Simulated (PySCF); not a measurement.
**BSiH₅O₂: a changed input and its effect**

System: BSiH₅O₂.
Method of run A: GIAO PBE0/pcSseg-1 NMR shielding, non-relativistic, gas phase (PySCF 2.14.0).

The geometry comes from this level: PBE0-D3(BJ)/def2-SVP. Text and figures count atoms from 1; the logs count them from 0 in places.

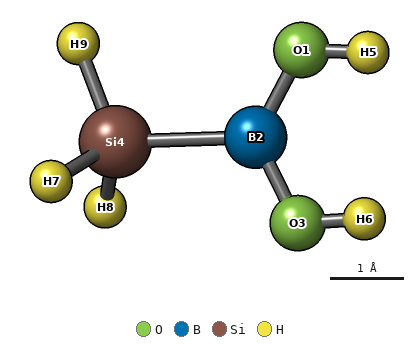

The structure as given in the input (ball-and-stick view, seen at a tilt; atoms are numbered from 1 in the order of the input).

## The input, run A
```
{"job": {"kind": "nmr", "xc": "PBE0", "basis": "pcSseg-1"}, "charge": 0, "multiplicity": 1}
O     -1.383835    -0.846913     0.715650
B     -0.534465     0.150816     0.347327
O     -0.786640     1.474806     0.541903
Si     1.226501    -0.336109    -0.546847
H     -2.202633    -0.554605     1.134318
H     -1.628700     1.676059     0.967867
H      2.385228     0.137380     0.277449
H      1.340478     0.322075    -1.888299
H      1.369141    -1.812817    -0.740694
```

The first line tells a small driver script what to run in PySCF; the rest is the geometry in Å.

Hardware: 1 CPU thread, shared host.

## Output (run A)
```
coarse grid: 7984 points
cycle   1  E = -467.3757089912  dE =  2.897e-01  |g| = 8.282e-01  |ddm| = 2.533e+00
cycle   2  E = -467.2693763711  dE =  1.063e-01  |g| = 1.145e+00  |ddm| = 1.159e+00
cycle   3  E = -467.4970784917  dE = -2.277e-01  |g| = 5.412e-02  |ddm| = 6.851e-01
cycle   4  E = -467.4976496643  dE = -5.712e-04  |g| = 1.544e-02  |ddm| = 5.268e-02
cycle   5  E = -467.4977087537  dE = -5.909e-05  |g| = 4.013e-03  |ddm| = 2.030e-02
cycle   6  E = -467.4977127876  dE = -4.034e-06  |g| = 9.271e-04  |ddm| = 4.684e-03
final grid: 72416 points
cycle   7  E = -467.5377888339  dE = -1.929e-05  |g| = 6.128e-03  |ddm| = 1.220e-02
cycle   8  E = -467.5377826031  dE =  6.231e-06  |g| = 8.623e-03  |ddm| = 7.288e-03
cycle   9  E = -467.5377953523  dE = -1.275e-05  |g| = 4.696e-04  |ddm| = 4.239e-03
cycle  10  E = -467.5377953893  dE = -3.704e-08  |g| = 2.363e-04  |ddm| = 4.874e-04
cycle  11  E = -467.5377953986  dE = -9.240e-09  |g| = 6.633e-05  |ddm| = 1.452e-04
cycle  12  E = -467.5377953995  dE = -9.109e-10  |g| = 8.041e-06  |ddm| = 6.318e-05
converged SCF energy = -467.5377953995

GIAO shielding tensors (ppm)
atom      isotropic    diamagn.    paramagn.     s11        s22        s33       span
  0 O      185.317     387.357    -202.040     80.892    236.371    238.690    157.798
  1 B       69.485     200.505    -131.020     53.312     61.124     94.018     40.705
  2 O      187.517     387.652    -200.135     81.250    239.139    242.162    160.912
  3 Si     463.254     879.185    -415.931    445.568    464.780    479.413     33.845
  4 H       27.776      31.009      -3.233     22.929     23.377     37.024     14.095
  5 H       27.801      31.090      -3.289     22.867     23.403     37.134     14.267
  6 H       27.815      27.852      -0.037     24.883     25.821     32.740      7.857
  7 H       27.824      27.907      -0.083     24.851     25.860     32.760      7.909
  8 H       27.952      28.003      -0.051     24.656     26.145     33.054      8.398
```

The input of run B differs as follows (lines with − go, lines with + come):
```diff
-"xc": "PBE0"
-"basis": "pcSseg-1"
+"xc": "HF"
+"basis": "pcSseg-2"
+"pop": false
```

Predict how the results change.

The total energies belong to different models, so their difference says nothing on which is more stable or more accurate. The HOMO goes from −8.43 to −11.46 eV. The LUMO goes from 0.04 to 2.11 eV. The dipole moment goes from 3.55 to 3.42 D. Of all shieldings, the largest change is that of O1, by +27.4 ppm. The method changes from PBE0 to HF. The SCF takes 9 iterations against 12. The basis functions go from 100 to 221.

## Output (run B)
```
final grid: 72416 points
cycle   1  E = -466.3323358162  dE =  2.613e-01  |g| = 6.540e-01  |ddm| = 1.958e+00
cycle   2  E = -466.4108393728  dE = -7.850e-02  |g| = 3.583e-01  |ddm| = 5.024e-01
cycle   3  E = -466.4323131431  dE = -2.147e-02  |g| = 5.776e-02  |ddm| = 1.656e-01
cycle   4  E = -466.4336846296  dE = -1.371e-03  |g| = 1.224e-02  |ddm| = 7.418e-02
cycle   5  E = -466.4337666530  dE = -8.202e-05  |g| = 2.383e-03  |ddm| = 2.017e-02
cycle   6  E = -466.4337711569  dE = -4.504e-06  |g| = 5.356e-04  |ddm| = 5.463e-03
cycle   7  E = -466.4337713562  dE = -1.993e-07  |g| = 1.113e-04  |ddm| = 1.387e-03
cycle   8  E = -466.4337713649  dE = -8.734e-09  |g| = 2.562e-05  |ddm| = 3.132e-04
cycle   9  E = -466.4337713653  dE = -3.671e-10  |g| = 7.104e-06  |ddm| = 5.357e-05
converged SCF energy = -466.4337713653

GIAO shielding tensors (ppm)
atom      isotropic    diamagn.    paramagn.     s11        s22        s33       span
  0 O      212.678     385.937    -173.259    109.888    257.544    270.603    160.715
  1 B       80.085     194.277    -114.192     59.129     79.537    101.589     42.460
  2 O      214.636     386.262    -171.626    110.569    260.697    272.642    162.073
  3 Si     480.693     874.560    -393.866    461.509    482.022    498.549     37.040
  4 H       28.439      31.474      -3.035     22.467     23.685     39.164     16.697
  5 H       28.447      31.524      -3.077     22.479     23.614     39.248     16.769
  6 H       28.334      28.307       0.027     25.599     26.433     32.971      7.372
  7 H       28.347      28.393      -0.046     25.573     26.473     32.994      7.422
  8 H       28.496      28.550      -0.054     25.430     26.704     33.354      7.925
```

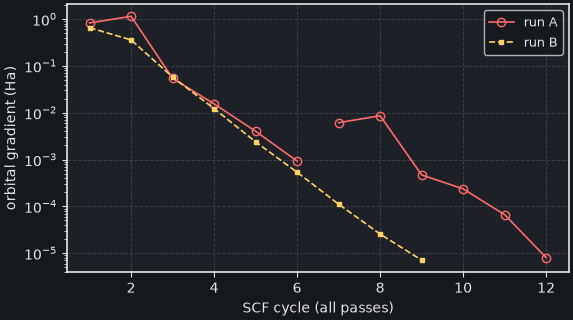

Convergence of the two runs: orbital gradient against the SCF cycle. A break in a curve parts two SCF passes (coarse and final grid). Run A takes 12 cycles in all, and run B takes 9.

## The two runs side by side

```tsv
quantity	run A	run B
outcome	converged	converged
total energy (hartree)	−467.537795	−466.433771
HOMO (eV)	−8.43	−11.46
LUMO (eV)	0.04	2.11
dipole moment (D)	3.55	3.42
shielding of O1 (ppm)	185.3	212.7
shielding of B2 (ppm)	69.5	80.1
shielding of O3 (ppm)	187.5	214.6
shielding of Si4 (ppm)	463.3	480.7
shielding of H5 (ppm)	27.8	28.4
shielding of H6 (ppm)	27.8	28.4
shielding of H9 (ppm)	28.0	28.5
SCF iterations	12	9
basis functions	100	221
wall time (shared host)	5.6 s	8.3 s
```
